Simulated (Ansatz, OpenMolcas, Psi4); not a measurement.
## A ladder of methods for C2HBF2 (SMILES C#CB(F)F)

C2HBF2 has 6 atoms, charge 0, and is taken as a singlet. SMILES: `C#CB(F)F`. Geometry: relaxed at PBE0-D4/def2-TZVP.

```jsonl
{"atom": "C", "x (Å)": "-0.8837", "y (Å)": "0.4508", "z (Å)": "1.2534"}
{"atom": "C", "x (Å)": "-0.2186", "y (Å)": "0.1062", "z (Å)": "0.3117"}
{"atom": "B", "x (Å)": "0.6220", "y (Å)": "-0.3292", "z (Å)": "-0.8784"}
{"atom": "F", "x (Å)": "0.1536", "y (Å)": "-1.1795", "z (Å)": "-1.7666"}
{"atom": "F", "x (Å)": "1.8417", "y (Å)": "0.1317", "z (Å)": "-1.0541"}
{"atom": "H", "x (Å)": "-1.4730", "y (Å)": "0.7560", "z (Å)": "2.0879"}
```

Quantity: the energy change with the C2–B3 bond stretched from 1.521 to 2.281 Å, in eV. The values are calculated.

```
                          level           kind     program  value (eV)  CPU time (all runs)
      HF/def2-SVPD (restricted)   Hartree–Fock      Ansatz        3.36                8.7 s
     PBE/def2-SVPD (restricted)            GGA        Psi4        2.93                 31 s
  revPBE/def2-SVPD (restricted)            GGA      Ansatz        2.84                 15 s
   M06-L/def2-SVPD (restricted)       meta-GGA  OpenMolcas        3.14              1.7 min
    TPSS/def2-SVPD (restricted)       meta-GGA        Psi4        2.96                 62 s
   B3LYP/def2-SVPD (restricted)  global hybrid      Ansatz        3.07                 18 s
 RPA@PBE/def2-SVPD (restricted)            RPA      Ansatz        2.88                 30 s
RPA@PBE0/def2-SVPD (restricted)            RPA      Ansatz        3.01                 36 s
```

The first shape isn't each level's own minimum. The values span 2.84 to 3.36 eV. Times are those of the runs behind each value, whatever else they computed, on shared processors of several kinds: orders of magnitude only.

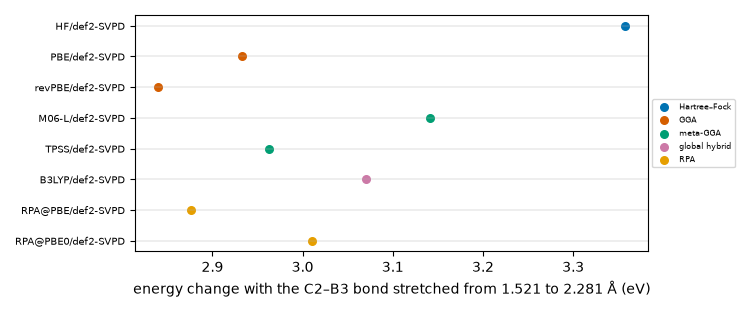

The values of the table, level by level.
